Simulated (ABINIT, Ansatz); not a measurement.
## Converging GW for TlAsF6 (R-3) in ABINIT

Aim: raise bands and screening cutoff together for TlAsF6 (R-3) and follow gap and time.

Main program and level: ABINIT 10.8.3; PBEsol and many-body steps on it, plane waves.

## Step 1: Set-up

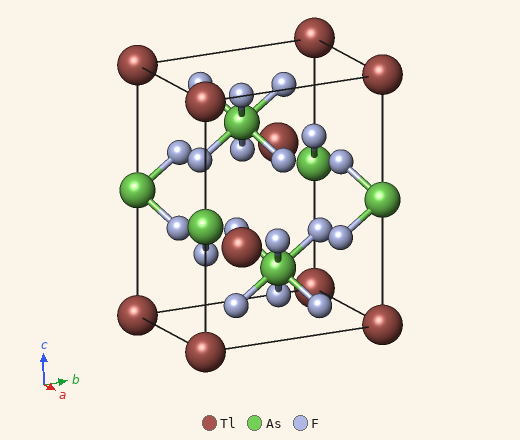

Start, viewed slightly off an axis; thallium brown, arsenic green, fluorine light blue. This picture shows the conventional cell, with its axes. Some periodic images of atoms are drawn too.

The cell and positions are those that the Materials Project relaxed with its own functionals (PBE, PBE+U or r2SCAN), kept fixed. Spin-orbit coupling is left out unless a step names it.

## Step 2: Empty states on the mesh, 2×2×2 mesh, 436 bands

This step: ABINIT 10.8.3; DFT, PBEsol, plane waves, norm-conserving pseudopotentials.

The sums over transitions need many empty states on a uniform mesh; this step solves for them.

The input, run.abi:

```
acell 3*1.0 Angstrom
rprim 
  3.720723898783 2.148160944528 2.482723275713
  -3.720723898783 2.148160944528 2.482723275713
  0.000000000000 -4.296321889101 2.482723275674
ntypat 3
znucl 81 33 9
natom 8
typat 1 2 3 3 3 3 3 3
xred 
  0.000000000000 0.000000000000 0.000000000000
  0.500000000000 0.500000000000 0.500000000000
  0.698048100000 0.789498230000 0.423038160000
  0.789498230000 0.423038160000 0.698048100000
  0.210501770000 0.576961840000 0.301951900000
  0.423038160000 0.698048100000 0.789498230000
  0.576961840000 0.301951900000 0.210501770000
  0.301951900000 0.210501770000 0.576961840000
pp_dirpath "pseudos"
pseudos "Tl.upf, As.upf, F.upf"
ecut 44
ngkpt 2 2 2
nshiftk 1
shiftk 0 0 0
kptopt 1
chksymbreak 0
iscf -2
irdden 1
istwfk *1
nband 436
nbdbuf 38
tolwfr 1e-09
nstep 60
prtvol 0
indata_prefix "in"
outdata_prefix "out"
tmpdata_prefix "tmp"
```

On the command line:

```console
$ OMP_NUM_THREADS=1 mpirun -n 8 abinit run.abi > log
```

Numbers of over 12 decimals in the logs are rounded to 6 here.

Output:

```text
.Version 10.8.3 of ABINIT. v10.8.2 released Aug 2026.

 Symmetries : space group R-3 (#148); Bravais hR (rhombohedral)
[... echo of the input left out ...]
== DATASET  1 ==================================================================
-   mpi_nproc: 8, omp_nthreads: 1 (-1 if OMP is not activated)
-    --> not optimal distribution: autoparal keyword recommended in input file <--

--- !DatasetInfo
iteration_state: {dtset: 1, }
dimensions: {natom: 8, nkpt: 4, mband: 436, nsppol: 1, nspinor: 1, nspden: 1, mpw: 11210, }
cutoff_energies: {ecut:  44.0, pawecutdg:  -1.0, }
[...]
4.45013    4.47887    4.47887    4.48163    4.49988    4.49989    4.50746    4.50748
   4.50847    4.50849    4.51171    4.52244    4.57054    4.57115    4.57460    4.58860
   4.62107    4.62827    4.64534    4.66020
 prteigrs : prtvol=0 or 1, do not print more k-points.

== END DATASET(S) ==============================================================
================================================================================

 -outvars: echo values of variables after computation  --------
            nband         436
             nkpt           4
          spgroup         148
 [... the other variables as echoed above ...]

 Calculation completed.
```

It took 10 min on 8 MPI ranks of Arm Neoverse N1, shared host; peak memory 1.1 GiB; 82 min of CPU time.

This step gave:

```yaml
gap: 4.749 eV
k_of_the_valence_top: 0.5, 0.5, 0
k_of_the_conduction_bottom: 0.5, 0, 0
least_direct_gap: 4.777 eV
k_points_computed: 4
lowest_point_of_the_top_converged_band_above_the_valence_top: 116.1551 eV
```

On this mesh the gap is 4.749 eV.

The density comes from a self-consistent run that is not shown.

## Step 3: Screening, 2×2×2 mesh, 87 bands, screening to 76.2 eV

The RPA dielectric matrix is built and inverted for each q.

This step: RPA screening on PBEsol, plane waves, norm-conserving pseudopotentials.

run.abi: that of step 2 with these lines changed.

```diff
@@ -26,10 +26,11 @@
 chksymbreak 0
-iscf -2
-irdden 1
 istwfk *1
-nband 436
-nbdbuf 38
-tolwfr 1e-09
-nstep 60
-prtvol 0
+occopt 1
+irdwfk 1
+optdriver 3
+nband 87
+ecuteps 2.8
+inclvkb 2
+awtr 1
+symchi 1
 indata_prefix "in"
```

Output:

```text
.Version 10.8.3 of ABINIT. v10.8.2 released Aug 2026.

 Symmetries : space group R-3 (#148); Bravais hR (rhombohedral)
[... echo of the input left out ...]
== DATASET  1 ==================================================================
-   mpi_nproc: 8, omp_nthreads: 1 (-1 if OMP is not activated)

--- !DatasetInfo
iteration_state: {dtset: 1, }
dimensions: {natom: 8, nkpt: 4, mband: 87, nsppol: 1, nspinor: 1, nspden: 1, mpw: 11210, }
cutoff_energies: {ecut:  44.0, pawecutdg:  -1.0, }
electrons: {nelect:   8.60000000E+01, charge:   0.00000000E+00, occopt:   1.00000000E+00, tsmear:   1.00000000E-02, }

 SCREENING: Calculation of the susceptibility and dielectric matrices

 Based on a program developped by R.W. Godby, V. Olevano, G. Onida, and L. Reining.
 Incorporated in ABINIT by V. Olevano, G.-M. Rignanese, and M. Torrent.
.Using double precision arithmetic ; gwpc =  8

[... cell and pseudopotentials left out ...]
--------------------------------------------------------------------------------

 ==== K-mesh for the wavefunctions ====
 Number of points in the irreducible wedge :     4
[... list of points left out ...]
 Together with  6 symmetry operations and time-reversal symmetry
 yields     8 points in the full Brillouin Zone.

 ==== Q-mesh for the screening function ====
 Number of points in the irreducible wedge :     4
[... list of points left out ...]
 Together with  6 symmetry operations and time-reversal symmetry
 yields     8 points in the full Brillouin Zone.

 setmesh: FFT mesh size selected  =    36x   36x   36
          total number of points  =        46656

 vcoul_init : cutoff-mode = AUXILIARY_FUNCTION
 q-points for optical limit:   1
     1)      0.000010    0.000020    0.000030

- screening: taking advantage of time-reversal symmetry
- Maximum band index for partially occupied states nbvw = 43
- Remaining bands to be divided among processors   nbcw = 44
- Number of bands treated by each node ~5

 Number of electrons calculated from density =   86.0000; Expected =   86.0000
 average of density, n =  0.107036
 r_s =    1.3066
 omega_plasma =   31.5587 [eV]

 calculating chi0 at frequencies [eV] :
  1    0.000000E+00    0.000000E+00
  2    0.000000E+00    3.155874E+01

--------------------------------------------------------------------------------
  q-point number  1        q = ( 0.000000, 0.000000, 0.000000) [r.l.u.]
--------------------------------------------------------------------------------
[... chi0 elements left out ...]
 For q-point:  0.000010 0.000020 0.000030
  dielectric constant =   2.4228
  dielectric constant without local fields =   2.7739

  Average fulfillment of the sum rule on Im[epsilon] for q-point    1 :     21.32  [%]
[... wings left out ...]
  q-point number  2        q = ( 0.500000, 0.000000, 0.000000) [r.l.u.]
--------------------------------------------------------------------------------
[... chi0 elements left out ...]
  Average fulfillment of the sum rule on Im[epsilon] for q-point    2 :     26.88  [%]

 [... 2 further q-points ...]
```

The job ended after 33 s (8 MPI ranks; peak memory 2.6 GiB; 4.4 min of CPU time).

This step gave:

- ε∞ with local fields, on this mesh, along the program's q direction: 2.423
- the same without local fields: 2.774
- plasma frequency: 31.56 eV
- plane waves in the screening matrix: 195

Local fields lower ε∞ by 13 %. On a Γ-centred mesh this coarse the value itself is usually too large, while a short band sum pulls it down.

## Step 4: 87 bands, 76.2 eV

The self-energy is evaluated for the states that the input lists, and the levels follow from it, in one-shot runs by the linearised quasiparticle equation.

This step: G0W0 on PBEsol, plane waves, norm-conserving pseudopotentials.

run.abi: that of step 3 with these lines changed.

```diff
@@ -29,8 +29,19 @@
 irdwfk 1
-optdriver 3
+optdriver 4
 nband 87
+gwcalctyp 0
+ecutsigx 44
+symsigma 1
+nkptgw 3
+kptgw 
+  0.5000000000 0.5000000000 0.0000000000
+  0.5000000000 0.0000000000 0.0000000000
+  0.0000000000 0.0000000000 0.0000000000
+bdgw 
+  42 45
+  42 45
+  41 45
 ecuteps 2.8
-inclvkb 2
-awtr 1
-symchi 1
+irdscr 1
+ppmodel 1
 indata_prefix "in"
```

Output:

```text
.Version 10.8.3 of ABINIT. v10.8.2 released Aug 2026.

 Symmetries : space group R-3 (#148); Bravais hR (rhombohedral)
[... echo of the input left out ...]
== DATASET  1 ==================================================================
-   mpi_nproc: 8, omp_nthreads: 1 (-1 if OMP is not activated)

--- !DatasetInfo
iteration_state: {dtset: 1, }
dimensions: {natom: 8, nkpt: 4, mband: 87, nsppol: 1, nspinor: 1, nspden: 1, mpw: 11210, }
cutoff_energies: {ecut:  44.0, pawecutdg:  -1.0, }
electrons: {nelect:   8.60000000E+01, charge:   0.00000000E+00, occopt:   1.00000000E+00, tsmear:   1.00000000E-02, }

 SIGMA: Calculation of the GW corrections

 Based on a program developped by R.W. Godby, V. Olevano, G. Onida, and L. Reining.
 Incorporated in ABINIT by V. Olevano, G.-M. Rignanese, and M. Torrent.
.Using double precision arithmetic ; gwpc =  8

[... cell and pseudopotentials left out ...]
--------------------------------------------------------------------------------

 ==== K-mesh for the wavefunctions ====
 Number of points in the irreducible wedge :     4
[... list of points left out ...]
 Together with  6 symmetry operations and time-reversal symmetry
 yields     8 points in the full Brillouin Zone.

 ==== Q-mesh for screening function ====
 Number of points in the irreducible wedge :     4
[... list of points left out ...]
 Together with  6 symmetry operations and time-reversal symmetry
 yields     8 points in the full Brillouin Zone.

 vcoul_init : cutoff-mode = AUXILIARY_FUNCTION
 q-points for optical limit:   1
     1)      0.000010    0.000020    0.000030
 setmesh: FFT mesh size selected  =    60x   60x   60
          total number of points  =       216000

 Number of electrons calculated from density =   86.0000; Expected =   86.0000
 average of density, n =  0.107036
 r_s =    1.3066
 omega_plasma =   31.5587 [eV]

 === KS Band Gaps ===
  >>>> For spin  1
   Minimum direct gap =   4.7772 [eV], located at k-point      :   0.5000  0.0000  0.0000
   Fundamental gap    =   4.7493 [eV], Top of valence bands at :   0.5000  0.5000  0.0000
                                       Bottom of conduction at :   0.5000  0.0000  0.0000
 SIGMA fundamental parameters:
 PLASMON POLE MODEL  1
 number of plane-waves for SigmaX                11127
 number of plane-waves for SigmaC and W            195
 number of plane-waves for wavefunctions         11127
 number of bands                                    87
 number of independent spin polarizations            1
 number of spinorial components                      1
 number of k-points in IBZ                           4
 number of q-points in IBZ                           4
 number of symmetry operations                       6
 number of k-points in BZ                            8
 number of q-points in BZ                            8
 number of frequencies for dSigma/dE                 9
 frequency step for dSigma/dE [eV]                0.25
 number of omega for Sigma on real axis              0
 max omega for Sigma on real axis  [eV]           0.00
 zcut for avoiding poles [eV]                     0.10

 EPSILON^-1 parameters (SCR file):
 dimension of the eps^-1 matrix on file            195
 dimension of the eps^-1 matrix used               195
 number of plane-waves for wavefunctions         11127
 number of bands                                    87
 number of q-points in IBZ                           4
 number of frequencies                               2
 number of real frequencies                          1
 number of imag frequencies                          1

 matrix elements of self-energy operator (all in [eV])

 Perturbative Calculation

--- !SelfEnergy_ee
iteration_state: {dtset: 1, }
kpoint     : [   0.500,    0.500,    0.000, ]
spin       : 1
KS_gap     :    5.486
QP_gap     :    9.923
Delta_QP_KS:    4.437
data: !SigmaeeData |
     Band     E0 <VxcDFT>   SigX SigC(E0)      Z dSigC/dE  Sig(E)    E-E0       E
       42  -0.556 -23.065 -30.886   5.516   0.801  -0.248 -24.912  -1.846  -2.402
       43   0.423 -16.869 -20.287   1.995   0.849  -0.177 -18.078  -1.209  -0.786
       44   5.909 -22.173 -16.652  -1.703   0.845  -0.183 -18.946   3.227   9.136
       45   7.240 -11.146  -6.798  -2.107   0.878  -0.139  -9.178   1.968   9.208

--- !SelfEnergy_ee
iteration_state: {dtset: 1, }
kpoint     : [   0.500,    0.000,    0.000, ]
spin       : 1
KS_gap     :    4.777
QP_gap     :    8.647
Delta_QP_KS:    3.870
data: !SigmaeeData |
     Band     E0 <VxcDFT>   SigX SigC(E0)      Z dSigC/dE  Sig(E)    E-E0       E
       42  -0.558 -22.941 -30.809   5.516   0.802  -0.247 -24.826  -1.885  -2.442
       43   0.395 -17.275 -20.899   2.175   0.847  -0.181 -18.502  -1.226  -0.831
[...]
--- !SelfEnergy_ee
iteration_state: {dtset: 1, }
kpoint     : [   0.000,    0.000,    0.000, ]
spin       : 1
KS_gap     :    6.156
QP_gap     :   10.928
Delta_QP_KS:    4.772
data: !SigmaeeData |
     Band     E0 <VxcDFT>   SigX SigC(E0)      Z dSigC/dE  Sig(E)    E-E0       E
[...]
43  -0.276 -20.491 -26.715   4.189   0.819  -0.220 -22.159  -1.668  -1.944
       44   5.880 -21.636 -16.248  -1.727   0.848  -0.179 -18.532   3.104   8.984
       45   7.950 -11.050  -6.454  -2.086   0.878  -0.139  -8.846   2.204  10.154

== END DATASET(S) ==============================================================
================================================================================

 -outvars: echo values of variables after computation  --------
           etotal      0.0000000000E+00
            nband          87
             nkpt           4
          spgroup         148
 [... the other variables as echoed above ...]

 Calculation completed.
```

The job ended after 13 s (8 MPI ranks; peak memory 1.9 GiB; 1.7 min of CPU time).

Numbers from this step:

| Item | Value |
| --- | --- |
| G0W0 gap on the points computed | 8.602 eV |
| starting gap on the mesh | 4.749 eV |
| k of the valence top | 0.5, 0.5, 0 |
| k of the conduction bottom | 0.5, 0, 0 |
| Z at the valence top | 0.849 |
| Z at the conduction bottom | 0.859 |
| least direct G0W0 gap on the computed points | 8.647 eV |

The gap on the mesh goes from 4.75 eV to 8.60 eV, a correction of +3.85 eV.

## Step 5: Screening, 2×2×2 mesh, 187 bands, screening to 141.5 eV

This step: RPA screening on PBEsol, plane waves, norm-conserving pseudopotentials.

run.abi: that of step 4 with these lines changed.

```diff
@@ -29,19 +29,8 @@
 irdwfk 1
-optdriver 4
-nband 87
-gwcalctyp 0
-ecutsigx 44
-symsigma 1
-nkptgw 3
-kptgw 
-  0.5000000000 0.5000000000 0.0000000000
-  0.5000000000 0.0000000000 0.0000000000
-  0.0000000000 0.0000000000 0.0000000000
-bdgw 
-  42 45
-  42 45
-  41 45
-ecuteps 2.8
-irdscr 1
-ppmodel 1
+optdriver 3
+nband 187
+ecuteps 5.2
+inclvkb 2
+awtr 1
+symchi 1
 indata_prefix "in"
```

Output:

```text
.Version 10.8.3 of ABINIT. v10.8.2 released Aug 2026.

 Symmetries : space group R-3 (#148); Bravais hR (rhombohedral)
[... echo of the input left out ...]
== DATASET  1 ==================================================================
-   mpi_nproc: 8, omp_nthreads: 1 (-1 if OMP is not activated)

--- !DatasetInfo
iteration_state: {dtset: 1, }
dimensions: {natom: 8, nkpt: 4, mband: 187, nsppol: 1, nspinor: 1, nspden: 1, mpw: 11210, }
cutoff_energies: {ecut:  44.0, pawecutdg:  -1.0, }
electrons: {nelect:   8.60000000E+01, charge:   0.00000000E+00, occopt:   1.00000000E+00, tsmear:   1.00000000E-02, }

 SCREENING: Calculation of the susceptibility and dielectric matrices

 Based on a program developped by R.W. Godby, V. Olevano, G. Onida, and L. Reining.
 Incorporated in ABINIT by V. Olevano, G.-M. Rignanese, and M. Torrent.
.Using double precision arithmetic ; gwpc =  8

[... cell and pseudopotentials left out ...]
--------------------------------------------------------------------------------

 ==== K-mesh for the wavefunctions ====
 Number of points in the irreducible wedge :     4
[... list of points left out ...]
 Together with  6 symmetry operations and time-reversal symmetry
 yields     8 points in the full Brillouin Zone.

 ==== Q-mesh for the screening function ====
 Number of points in the irreducible wedge :     4
[... list of points left out ...]
 Together with  6 symmetry operations and time-reversal symmetry
 yields     8 points in the full Brillouin Zone.

 setmesh: FFT mesh size selected  =    40x   40x   40
          total number of points  =        64000

 vcoul_init : cutoff-mode = AUXILIARY_FUNCTION
 q-points for optical limit:   1
     1)      0.000010    0.000020    0.000030

- screening: taking advantage of time-reversal symmetry
- Maximum band index for partially occupied states nbvw = 43
- Remaining bands to be divided among processors   nbcw = 144
- Number of bands treated by each node ~18

 Number of electrons calculated from density =   86.0000; Expected =   86.0000
 average of density, n =  0.107036
 r_s =    1.3066
 omega_plasma =   31.5587 [eV]

 calculating chi0 at frequencies [eV] :
  1    0.000000E+00    0.000000E+00
  2    0.000000E+00    3.155874E+01

--------------------------------------------------------------------------------
  q-point number  1        q = ( 0.000000, 0.000000, 0.000000) [r.l.u.]
--------------------------------------------------------------------------------
[... chi0 elements left out ...]
 For q-point:  0.000010 0.000020 0.000030
  dielectric constant =   2.4608
  dielectric constant without local fields =   2.8828

  Average fulfillment of the sum rule on Im[epsilon] for q-point    1 :     46.63  [%]
[... wings left out ...]
  q-point number  2        q = ( 0.500000, 0.000000, 0.000000) [r.l.u.]
--------------------------------------------------------------------------------
[... chi0 elements left out ...]
  Average fulfillment of the sum rule on Im[epsilon] for q-point    2 :     51.82  [%]

 [... 2 further q-points ...]
```

The job ended after 1.9 min (8 MPI ranks; peak memory 3.6 GiB).

This step gave:

* ε∞ with local fields, on this mesh, along the program's q direction: 2.461
* the same without local fields: 2.883
* plasma frequency: 31.56 eV
* plane waves in the screening matrix: 467

(Part 1 of 2 ends here.)

[Paths, hosts, dates, memory and timing lines, banners, echoed tables and standing remarks are left out of the program output.]

[Logs are printed without paths, hosts, clocks, repeated set-up lines and the standing remarks that a program may print on its own settings, such as how far it seeks lower states.]

[Runs of the session that timed out or met a known fault of the program may be left out.]

[Hosts, paths, dates, database ids (printed as entryN), source tags and the programs' standing remarks are cut or masked in the printed files.]

[G0W0 gaps are taken among the corrected bands and points alone; a level outside them can change the order at an edge.]

[Where Ansatz stands beside ABINIT at settings called matched, ABINIT's density can come from a denser mesh and the files from another edition; pairs whose starting gaps differed by over 0.03 eV were left out, so agreement reads better than it is.]
